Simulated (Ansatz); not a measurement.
# Ge₂ (quintet): wave-function methods side by side, aug-cc-pVDZ

How much of the correlation energy of Ge₂ (quintet) does each wave-function method recover here?

Method: aug-cc-pVDZ, core rule «outside noble gas», up to 28 orbitals frozen; program: Ansatz 0.2.0, Gaussian basis.

To be run: UHF; CCSD(T) on ROHF; CCSD(T) on UHF; BCCD(T) on ROHF; CISD as a restricted active space (open shells left free, so some higher excitations enter); CCSDT(Q) on ROHF; CCSDT(Q) on UHF; CASSCF and MRCISD+Q, 8 electrons in 8 orbitals; CASSCF and NEVPT2, 8 electrons in 8 orbitals.

20 further runs of the same task are left out: 11 that didn't finish, 9 set aside as unsound or not needed. Runs told in other sessions of the task aren't counted.

## (1) The system

The geometry is a PBE0/def2-TZVPD stationary point (not a proven minimum) of the parent state, kept for this charge and spin. No spin-orbit coupling is included. The filled d shell of Ge may be among the frozen orbitals whatever the setting's name suggests.

2 atoms, charge 0, spin multiplicity 5.

Atoms are counted from 1 here; the program's logs count them from 0.

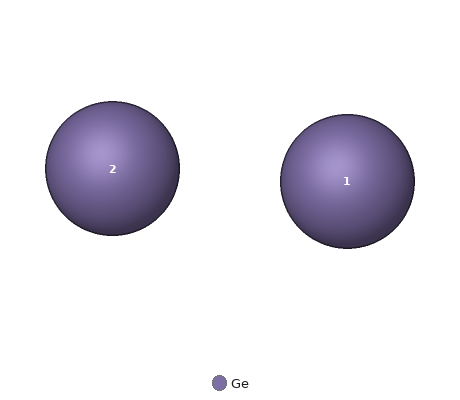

The structure; germanium purple; atoms are numbered from 1 in the order of the file.

In the tables R marks a restricted open-shell determinant and U an unrestricted one; 'valence' is the active space of 8 electrons in 8 orbitals; energies count from the table's Hartree-Fock row.

## (2) UHF

Input file in.yaml:

```yaml
crystal:
  periodic: [false, false, false]
  atoms:
    - {symbol: Ge, position_ang: [0.000000, 0.000000, 0.000000]}
    - {symbol: Ge, position_ang: [0.000000, 0.000000, 2.525800]}
basis:
  gaussian: {orbitals: aug-cc-pVDZ}
magnetization: {spin_polarized: true, initial_magnetization: 4}
hamiltonian: {xc: hf}
output: {orbitals: {seedname: orbitals}}
```

Started as:

```
$ ansatz run in.yaml --threads 1 --pin off --events-out ev --progress --plain --max-ram 2393MiB
```

Standard output:

```text
Functional definition: HF
  name "HF"
  cite "Fock, Z. Phys. 61, 126 (1930) doi:10.1007/BF01340294"
  parent pbe
  exchange = exact_x
  correlation = 0
823 factors; integrals over basis functions are off by at most 6.1e-4 eV
mean field evaluation 1: about -112943.5239 eV, gradient 4.7e0 eV
mean field evaluation 2: about -112943.5240 eV, gradient 4.7e0 eV
mean field evaluation 4: about -112943.8933 eV, gradient 2.6e-1 eV
mean field evaluation 8: about -112943.8946 eV, gradient 1.2e-3 eV
mean field evaluation 16: about -112943.8103 eV, gradient 6.5e-1 eV
mean field evaluation 32: about -112943.7219 eV, gradient 1.1e0 eV
mean field -112943.89458521 eV, -4150.6115698850 hartree, gradient 3.2e-6 eV, S^2 6.012244; 0 other end points of the search recorded, 0 dependent functions left out
reference -112943.89458521 eV, -4150.6115698850 hartree; 34, 30 occupied and 38, 42 virtual orbitals, 823 factors
Total energy: -112943.89458521 eV, -4150.6115698850 hartree
```

Run time: 8 s. Hardware: 1 thread of Intel Xeon Platinum 8259CL at 2.50GHz, shared host.

From the report: ⟨S²⟩ of the determinant 6.012 (pure quintet: 6.00).

## (3) CCSD(T) on ROHF

Input file in.yaml:

```yaml
crystal:
  periodic: [false, false, false]
  atoms:
    - {symbol: Ge, position_ang: [0.000000, 0.000000, 0.000000]}
    - {symbol: Ge, position_ang: [0.000000, 0.000000, 2.525800]}
basis:
  gaussian: {orbitals: aug-cc-pVDZ}
magnetization: {spin_polarized: false, initial_magnetization: 4}
correlation: {method: ccsd_t, electrons: outside_noble_gas}
```

The command is unchanged.

Standard output (excerpt; [...] marks lines left out):

```text
Functional definition: HF
  name "HF"
  cite "Fock, Z. Phys. 61, 126 (1930) doi:10.1007/BF01340294"
  parent pbe
[...]
823 factors; integrals over basis functions are off by at most 6.1e-4 eV
[...]
mean field -112943.79036866 eV, -4150.6077399975 hartree, gradient 2.3e-6 eV, S^2 6.000000; 7 other end points of the search recorded, 0 dependent functions left out
[...]
determinant -112943.79036866 eV, -4150.6077399975 hartree, with singles and doubles -112947.53094181 eV, -4150.7452035253 hartree
determinant -112941.57752240 eV, -4150.5264193975 hartree, with singles and doubles -112945.26496346 eV, -4150.6619303568 hartree
determinant -112941.17379040 eV, -4150.5115825202 hartree, with singles and doubles -112945.18564258 eV, -4150.6590153683 hartree
determinant -112940.77224634 eV, -4150.4968260482 hartree, with singles and doubles -112944.77335725 eV, -4150.6438641618 hartree
28 core orbitals not correlated: weight in the atoms' cores, before any rotation towards them, 1.000 or more for the frozen orbitals, at most 0.000 for the correlated occupied ones
reference -112943.79036866 eV, -4150.6077399975 hartree; 6, 2 occupied and 38, 42 virtual orbitals, 823 factors
second order -2.96306767 eV of doubles, -0.04883097 eV of singles
cycle   1  -3.72946613 eV  change   -6.2e-2 eV  update   1.3e-2
[...]
cycle   7  -3.73184273 eV  change   -2.3e-6 eV  update   8.9e-6
perturbative correction -0.15127265 eV, -0.0055591675 hartree
Total energy: -112947.67348405 eV, -4150.7504418559 hartree
```

Wall time 17 s (1 thread of Intel Xeon Platinum 8259CL at 2.50GHz, shared host).

From the report: correlation -3.8831 eV; T1 0.018; largest double amplitude 0.08.

## (4) CCSD(T) on UHF

in.yaml, as its differences from that of step 3:

```diff
@@ -7,3 +7,3 @@
   gaussian: {orbitals: aug-cc-pVDZ}
-magnetization: {spin_polarized: false, initial_magnetization: 4}
+magnetization: {spin_polarized: true, initial_magnetization: 4}
 correlation: {method: ccsd_t, electrons: outside_noble_gas}
```

Launched as before.

Standard output (excerpt; [...] marks lines left out):

```text
Functional definition: HF
  name "HF"
  cite "Fock, Z. Phys. 61, 126 (1930) doi:10.1007/BF01340294"
  parent pbe
[...]
823 factors; integrals over basis functions are off by at most 6.1e-4 eV
[...]
mean field -112943.89458521 eV, -4150.6115698850 hartree, gradient 1.5e-6 eV, S^2 6.012244; 7 other end points of the search recorded, 0 dependent functions left out
determinant -112943.89458521 eV, -4150.6115698850 hartree, with singles and doubles -112947.55220767 eV, -4150.7459850313 hartree
determinant -112941.81359292 eV, -4150.5350948291 hartree, with singles and doubles -112945.28628839 eV, -4150.6627140336 hartree
determinant -112941.29650691 eV, -4150.5160922687 hartree, with singles and doubles -112945.20974074 eV, -4150.6599009592 hartree
determinant -112940.81876464 eV, -4150.4985355642 hartree, with singles and doubles -112944.78824496 eV, -4150.6444112753 hartree
28 core orbitals not correlated: weight in the atoms' cores, before any rotation towards them, 1.000 or more for the frozen orbitals, at most 0.000 for the correlated occupied ones
reference -112943.89458521 eV, -4150.6115698850 hartree; 6, 2 occupied and 38, 42 virtual orbitals, 823 factors
second order -2.89858115 eV of doubles, -0.00000000 eV of singles
cycle   1  -3.64736582 eV  change   -6.0e-2 eV  update   1.3e-2
[...]
cycle   7  -3.64972663 eV  change   -1.3e-6 eV  update   9.5e-6
perturbative correction -0.14795307 eV, -0.0054371750 hartree
Total energy: -112947.69226490 eV, -4150.7511320396 hartree
```

It took 22 s on 1 thread of Intel Xeon Platinum 8259CL at 2.50GHz, shared host.

From the report: ⟨S²⟩ of the determinant 6.012 (pure quintet: 6.00); correlation -3.7977 eV; T1 0.015; largest double amplitude 0.08.

## (5) BCCD(T) on ROHF

Input file in.yaml:

```yaml
crystal:
  periodic: [false, false, false]
  atoms:
    - {symbol: Ge, position_ang: [0.000000, 0.000000, 0.000000]}
    - {symbol: Ge, position_ang: [0.000000, 0.000000, 2.525800]}
basis:
  gaussian: {orbitals: aug-cc-pVDZ}
magnetization: {spin_polarized: false, initial_magnetization: 4}
correlation: {method: bccd_t, electrons: outside_noble_gas}
```

Launched as before.

Standard output (excerpt; [...] marks lines left out):

```text
Functional definition: HF
  name "HF"
  cite "Fock, Z. Phys. 61, 126 (1930) doi:10.1007/BF01340294"
  parent pbe
[...]
823 factors; integrals over basis functions are off by at most 6.1e-4 eV
[...]
mean field -112943.79036866 eV, -4150.6077399975 hartree, gradient 2.3e-6 eV, S^2 6.000000; 7 other end points of the search recorded, 0 dependent functions left out
[...]
determinant -112943.79036866 eV, -4150.6077399975 hartree, with singles and doubles -112947.53094181 eV, -4150.7452035253 hartree
determinant -112941.57752240 eV, -4150.5264193975 hartree, with singles and doubles -112945.26496346 eV, -4150.6619303568 hartree
determinant -112941.17379040 eV, -4150.5115825202 hartree, with singles and doubles -112945.18564258 eV, -4150.6590153683 hartree
determinant -112940.77224634 eV, -4150.4968260482 hartree, with singles and doubles -112944.77335725 eV, -4150.6438641618 hartree
28 core orbitals not correlated: weight in the atoms' cores, before any rotation towards them, 1.000 or more for the frozen orbitals, at most 0.000 for the correlated occupied ones
reference -112943.79036866 eV, -4150.6077399975 hartree; 6, 2 occupied and 38, 42 virtual orbitals, 823 factors
second order -2.96306767 eV of doubles, -0.04883097 eV of singles
cycle   1  -3.72863441 eV  change   -6.1e-2 eV  update   1.3e-2
[...]
cycle   8  -3.72849805 eV  change    2.0e-6 eV  update   5.7e-6
perturbative correction -0.15497552 eV, -0.0056952455 hartree
Total energy: -112947.67384224 eV, -4150.7504550192 hartree
```

It took 17 s on 1 thread of Intel Xeon Platinum 8259CL at 2.50GHz, shared host.

From the report: correlation -3.8835 eV; largest double amplitude 0.08.

## (6) CISD as a restricted active space (open shells left free, so some higher excitations enter)

in.yaml, as its differences from that of step 5:

```diff
@@ -8,2 +8,2 @@
 magnetization: {spin_polarized: false, initial_magnetization: 4}
-correlation: {method: bccd_t, electrons: outside_noble_gas}
+correlation: {active_space: {ras: {orbitals: [2, 4, 38], electrons: 8, max_holes: 2, max_particles: 2}, fixed_orbitals: true}}
```

Launched as before.

Standard output:

```text
Functional definition: HF
  name "HF"
  cite "Fock, Z. Phys. 61, 126 (1930) doi:10.1007/BF01340294"
  parent pbe
  exchange = exact_x
  correlation = 0
823 factors; integrals over basis functions are off by at most 6.1e-4 eV
mean field evaluation 1: about -112943.2690 eV, gradient 4.6e0 eV
mean field evaluation 2: about -112943.2693 eV, gradient 4.6e0 eV
mean field evaluation 4: about -112943.7832 eV, gradient 6.7e-1 eV
mean field evaluation 8: about -112943.7904 eV, gradient 5.4e-4 eV
mean field evaluation 16: about -112943.7904 eV, gradient 5.4e-5 eV
mean field -112943.79036866 eV, -4150.6077399975 hartree, gradient 2.3e-6 eV, S^2 6.000000; 4 other end points of the search recorded, 0 dependent functions left out
reference -112943.79036866 eV, -4150.6077399975 hartree; 34, 30 occupied and 38, 42 virtual orbitals, 823 factors
state -112947.38345250 eV, -4150.7397833932 hartree
Total energy: -112947.38345250 eV, -4150.7397833932 hartree
```

Run time: 18 s. Hardware: 1 thread of Intel Xeon Platinum 8259CL at 2.50GHz, shared host.

From the report: 20,441 determinants.

## (7) CCSDT(Q) on ROHF

in.yaml, as its differences from that of step 6:

```diff
@@ -8,2 +8,2 @@
 magnetization: {spin_polarized: false, initial_magnetization: 4}
-correlation: {active_space: {ras: {orbitals: [2, 4, 38], electrons: 8, max_holes: 2, max_particles: 2}, fixed_orbitals: true}}
+correlation: {method: ccsdt_q, electrons: outside_noble_gas}
```

Same command.

Standard output (excerpt; [...] marks lines left out):

```text
Functional definition: HF
  name "HF"
  cite "Fock, Z. Phys. 61, 126 (1930) doi:10.1007/BF01340294"
  parent pbe
[...]
1296 factors; integrals over basis functions are off by at most 1.4e-7 eV
[...]
mean field -112943.79040384 eV, -4150.6077412905 hartree, gradient 9.4e-7 eV, S^2 6.000000; 7 other end points of the search recorded, 0 dependent functions left out
[...]
determinant -112943.79040384 eV, -4150.6077412905 hartree, with singles and doubles -112947.53097580 eV, -4150.7452047746 hartree
determinant -112941.57755842 eV, -4150.5264207212 hartree, with singles and doubles -112945.26497919 eV, -4150.6619309351 hartree
determinant -112941.17382063 eV, -4150.5115836310 hartree, with singles and doubles -112945.18569496 eV, -4150.6590172931 hartree
determinant -112940.77228584 eV, -4150.4968274997 hartree, with singles and doubles -112944.77337906 eV, -4150.6438649633 hartree
28 core orbitals not correlated: weight in the atoms' cores, before any rotation towards them, 1.000 or more for the frozen orbitals, at most 0.000 for the correlated occupied ones
reference -112943.79040384 eV, -4150.6077412905 hartree; 6, 2 occupied and 38, 42 virtual orbitals, 1296 factors
second order -2.96306439 eV of doubles, -0.04883052 eV of singles
cycle   1  -3.53436732 eV  change   -5.2e-1 eV  update   8.1e-2
[...]
cycle  14  -3.91888427 eV  change    3.6e-8 eV  update   5.5e-7
perturbative correction -0.01040182 eV, -0.0003822600 hartree
Total energy: -112947.71968994 eV, -4150.7521398910 hartree
```

Run time: 55 s. Hardware: 1 thread of Intel Xeon Platinum 8259CL at 2.50GHz, shared host; peak memory 0.48 GiB.

From the report: correlation -3.9293 eV; T1 0.019; largest double amplitude 0.10.

## (8) CCSDT(Q) on UHF

in.yaml, as its differences from that of step 7:

```diff
@@ -7,3 +7,3 @@
   gaussian: {orbitals: aug-cc-pVDZ}
-magnetization: {spin_polarized: false, initial_magnetization: 4}
+magnetization: {spin_polarized: true, initial_magnetization: 4}
 correlation: {method: ccsdt_q, electrons: outside_noble_gas}
```

Same command.

Standard output (excerpt; [...] marks lines left out):

```text
Functional definition: HF
  name "HF"
  cite "Fock, Z. Phys. 61, 126 (1930) doi:10.1007/BF01340294"
  parent pbe
[...]
1296 factors; integrals over basis functions are off by at most 1.4e-7 eV
[...]
mean field -112943.89462016 eV, -4150.6115711693 hartree, gradient 9.0e-7 eV, S^2 6.012244; 9 other end points of the search recorded, 0 dependent functions left out
determinant -112943.89462016 eV, -4150.6115711693 hartree, with singles and doubles -112947.55224197 eV, -4150.7459862916 hartree
determinant -112941.81362911 eV, -4150.5350961589 hartree, with singles and doubles -112945.28632565 eV, -4150.6627154028 hartree
determinant -112941.29653704 eV, -4150.5160933757 hartree, with singles and doubles -112945.20980727 eV, -4150.6599034044 hartree
determinant -112940.81880477 eV, -4150.4985370387 hartree, with singles and doubles -112944.78828119 eV, -4150.6444126068 hartree
28 core orbitals not correlated: weight in the atoms' cores, before any rotation towards them, 1.000 or more for the frozen orbitals, at most 0.000 for the correlated occupied ones
reference -112943.89462016 eV, -4150.6115711693 hartree; 6, 2 occupied and 38, 42 virtual orbitals, 1296 factors
second order -2.89857861 eV of doubles, -0.00000000 eV of singles
cycle   1  -3.43984420 eV  change   -5.4e-1 eV  update   8.2e-2
[...]
cycle  14  -3.83368963 eV  change    5.2e-8 eV  update   6.0e-7
perturbative correction -0.01023919 eV, -0.0003762834 hartree
Total energy: -112947.73854898 eV, -4150.7528329481 hartree
```

Wall time 46 s (1 thread of Intel Xeon Platinum 8259CL at 2.50GHz, shared host); peak memory 0.42 GiB.

From the report: ⟨S²⟩ of the determinant 6.012 (pure quintet: 6.00); correlation -3.8439 eV; T1 0.016; largest double amplitude 0.10.

## (9) CASSCF and MRCISD+Q, 8 electrons in 8 orbitals

Input file in.yaml:

```yaml
crystal:
  periodic: [false, false, false]
  atoms:
    - {symbol: Ge, position_ang: [0.000000, 0.000000, 0.000000]}
    - {symbol: Ge, position_ang: [0.000000, 0.000000, 2.525800]}
basis:
  gaussian: {orbitals: aug-cc-pVDZ}
magnetization: {spin_polarized: false, initial_magnetization: 4}
correlation: {method: fic_mrcisd_q, electrons: outside_noble_gas, active_space: {window: {electrons: 8, orbitals: 8}, shells: [{species: Ge, l: s, shell: 4}, {species: Ge, l: p, shell: 4}]}}
```

Same command.

Standard output (excerpt; [...] marks lines left out):

```text
Functional definition: HF
  name "HF"
  cite "Fock, Z. Phys. 61, 126 (1930) doi:10.1007/BF01340294"
  parent pbe
[...]
1296 factors; integrals over basis functions are off by at most 1.4e-7 eV
[...]
mean field -112943.79040384 eV, -4150.6077412905 hartree, gradient 9.4e-7 eV, S^2 6.000000; 4 other end points of the search recorded, 0 dependent functions left out
reference -112943.79040384 eV, -4150.6077412905 hartree; 34, 30 occupied and 38, 42 virtual orbitals, 1296 factors
state -112944.79583744 eV, -4150.6446902935 hartree
contracted CI cycle   1: correlation 0.00000000 eV, 0.0000000000 hartree, residual 9.91e0 eV
contracted CI cycle   2: correlation -2.62801406 eV, -0.0965777354 hartree, residual 1.87e0 eV
contracted CI cycle   3: correlation -2.70917394 eV, -0.0995603061 hartree, residual 3.37e-1 eV
contracted CI cycle   4: correlation -2.71204936 eV, -0.0996659756 hartree, residual 7.13e-2 eV
contracted CI cycle   5: correlation -2.71218583 eV, -0.0996709910 hartree, residual 1.76e-2 eV
contracted CI cycle   6: correlation -2.71219393 eV, -0.0996712886 hartree, residual 4.09e-3 eV
contracted CI cycle   7: correlation -2.71219434 eV, -0.0996713036 hartree, residual 9.78e-4 eV
contracted CI cycle   8: correlation -2.71219436 eV, -0.0996713045 hartree, residual 2.35e-4 eV
state -112944.79583744 eV, -4150.6446902935 hartree; corrected -112947.73743494 eV, -4150.7527920077 hartree
Total energy: -112947.73743494 eV, -4150.7527920077 hartree
Checks for a lower state left out: starts, orbital_swaps
```

It took 18 s on 1 thread of Intel Xeon Platinum 8259CL at 2.50GHz, shared host; peak memory 0.28 GiB.

From the report: 96 determinants; active occupations 1.98, 1.94, 1.01, 1.00, 1.00, 0.98, 0.05, 0.03.

## (10) CASSCF and NEVPT2, 8 electrons in 8 orbitals

Input file in.yaml:

```yaml
crystal:
  periodic: [false, false, false]
  atoms:
    - {symbol: Ge, position_ang: [0.000000, 0.000000, 0.000000]}
    - {symbol: Ge, position_ang: [0.000000, 0.000000, 2.525800]}
basis:
  gaussian: {orbitals: aug-cc-pVDZ}
magnetization: {spin_polarized: false, initial_magnetization: 4}
correlation: {method: sc_nevpt2, electrons: outside_noble_gas, active_space: {window: {electrons: 8, orbitals: 8}, shells: [{species: Ge, l: s, shell: 4}, {species: Ge, l: p, shell: 4}]}}
```

Launched as before.

Standard output:

```text
Functional definition: HF
  name "HF"
  cite "Fock, Z. Phys. 61, 126 (1930) doi:10.1007/BF01340294"
  parent pbe
  exchange = exact_x
  correlation = 0
1296 factors; integrals over basis functions are off by at most 1.4e-7 eV
mean field evaluation 1: about -112943.2688 eV, gradient 4.6e0 eV
mean field evaluation 2: about -112943.2691 eV, gradient 4.6e0 eV
mean field evaluation 4: about -112943.7840 eV, gradient 6.7e-1 eV
mean field evaluation 8: about -112943.7904 eV, gradient 5.3e-4 eV
mean field evaluation 16: about -112943.7904 eV, gradient 5.4e-5 eV
mean field -112943.79040384 eV, -4150.6077412905 hartree, gradient 9.4e-7 eV, S^2 6.000000; 4 other end points of the search recorded, 0 dependent functions left out
reference -112943.79040384 eV, -4150.6077412905 hartree; 34, 30 occupied and 38, 42 virtual orbitals, 1296 factors
state -112944.79583744 eV, -4150.6446902935 hartree
state -112944.79583744 eV, -4150.6446902935 hartree; corrected -112947.04919671 eV, -4150.7274997193 hartree
Total energy: -112947.04919671 eV, -4150.7274997193 hartree
Checks for a lower state left out: starts, orbital_swaps
```

It took 15 s on 1 thread of Intel Xeon Platinum 8259CL at 2.50GHz, shared host; peak memory 0.28 GiB.

From the report: 96 determinants; active occupations 1.98, 1.94, 1.01, 1.00, 1.00, 0.98, 0.05, 0.03.

## (11) Natural occupations

Natural occupations of the CASSCF valence state about the gap (report; correlated orbitals 1 to 8): 1.983, 1.943, 1.009, 1.001, 0.999, 0.978, 0.051, 0.035. The count of effectively unpaired electrons, Σ n²(2 − n)², is 4.03; a single determinant of this spin has 4.

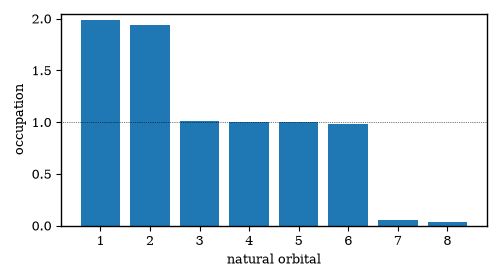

Natural occupations of the CASSCF valence state.

## (12) All levels against the top one

The yardstick is UCCSDT(Q), where the cluster series has nearly closed. Rows without a time are mean-field rows or come out of runs for another level: lower rungs of the coupled-cluster runs, CASSCF and MRCISD of the multireference runs, or the Hartree-Fock search.

Differences are taken before rounding.

| method | energy from the lowest ROHF (kJ/mol) | from UCCSDT(Q) (kJ/mol) | time |
| --- | --- | --- | --- |
| ROHF | 0.0 | +380.9 |  |
| UHF | -10.1 | +370.9 |  |
| RMP2 | -290.6 | +90.3 |  |
| UMP2 | -289.7 | +91.2 |  |
| CISD | -346.7 | +34.3 | 18 s |
| RCCSD | -360.1 | +20.9 |  |
| UCCSD | -362.2 | +18.7 |  |
| RCCSD(T) | -374.7 | +6.3 | 17 s |
| UCCSD(T) | -376.5 | +4.5 | 22 s |
| BCCD(T) | -374.7 | +6.2 | 17 s |
| RCCSDT | -378.1 | +2.8 |  |
| UCCSDT | -380.0 | +1.0 |  |
| RCCSDT(Q) | -379.1 | +1.8 | 55 s |
| UCCSDT(Q) | -380.9 | 0 | 46 s |
| CASSCF valence | -97.0 | +283.9 |  |
| NEVPT2 valence | -314.4 | +66.5 | 15 s |
| MRCISD valence | -358.7 | +22.2 |  |
| MRCISD+Q valence | -380.8 | +0.1 | 18 s |

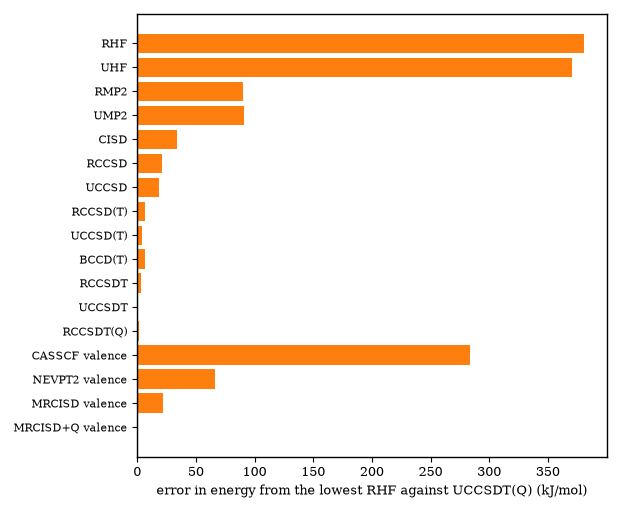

Deviations from UCCSDT(Q), method by method.

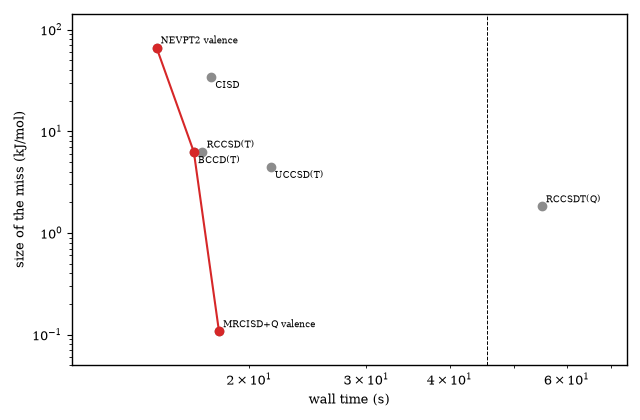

Accuracy for the time spent; red marks the levels that beat every quicker one drawn (of those quicker than the yardstick), and the dashed line is the time of UCCSDT(Q). Times are from a shared host.

## (13) Results

```
                         quantity                                        value
    UCCSDT(Q) from the ROHF energy                                   -3.9482 eV
              RMP2 from UCCSDT(Q)                                 +90.3 kJ/mol
              UMP2 from UCCSDT(Q)                                 +91.2 kJ/mol
             RCCSD from UCCSDT(Q)                                 +20.9 kJ/mol
          RCCSD(T) from UCCSDT(Q)                                  +6.3 kJ/mol
          UCCSD(T) from UCCSDT(Q)                                  +4.5 kJ/mol
         RCCSDT(Q) from UCCSDT(Q)                                  +1.8 kJ/mol
    NEVPT2 valence from UCCSDT(Q)                                 +66.5 kJ/mol
  MRCISD+Q valence from UCCSDT(Q)                                  +0.1 kJ/mol
levels within 1 kcal/mol (43 meV)  RCCSDT, UCCSDT, RCCSDT(Q), MRCISD+Q valence
                    T1 diagnostic                                        0.018
   effectively unpaired electrons                                         4.03
```

RCCSD(T) misses by +6.3 kJ/mol, 1.6 % of the correlation energy. One determinant dominates. Of the multireference levels listed MRCISD+Q valence comes nearest in total energy (+0.1 kJ/mol), which doesn't show that its space is the better one. These misses are within one basis, not against nature; the frozen cores of restricted and unrestricted runs differ, which can shift their rows.

With open shells the CI space here admits some higher excitations, so it is larger than plain CISD.

For cost: MRCISD+Q valence gets within 0.1 kJ/mol in 18 s, where UCCSDT(Q) took 46 s; the quickest level in the cost chart, NEVPT2 valence, takes 15 s and misses by 66.5 kJ/mol.
